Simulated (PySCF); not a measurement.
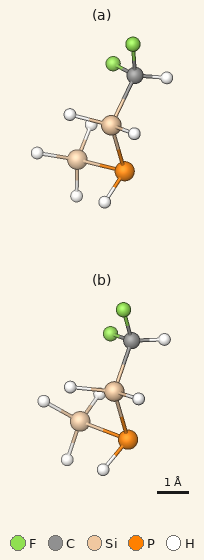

The structure of CH$_{7}$F$_{2}$PSi$_{2}$ before (top) and after (bottom) a relaxation, at one scale.

A ball-and-stick model, seen from a free direction.

The start comes from GFN2-xTB. Its atoms were then displaced at random by about 0.01 Å.

Theory: PBE0-D3(BJ)/def2-SVP geometry optimisation, gas phase in PySCF 2.14.0, density-fitted response routines. 

Q: Describe what moved and what it gained.

A: The largest move after the best rigid fit is that of an H atom, 0.60 Å. Largest moves by element: H 0.60 Å, F 0.33 Å, P 0.16 Å, Si 0.15 Å, C 0.12 Å. Near-neighbour distances that change, for instance: P–Si 2.186 → 2.255 Å, H–P 1.367 → 1.430 Å, H–Si 1.444 → 1.493 Å, P–Si 2.250 → 2.273 Å. Among the angles between lasting bonds that change: P–Si–H 121.3° → 114.9°, Si–P–Si 103.3° → 97.7°, C–Si–H 104.5° → 108.0°. The energy falls by 0.234 eV in 9 geometry steps.
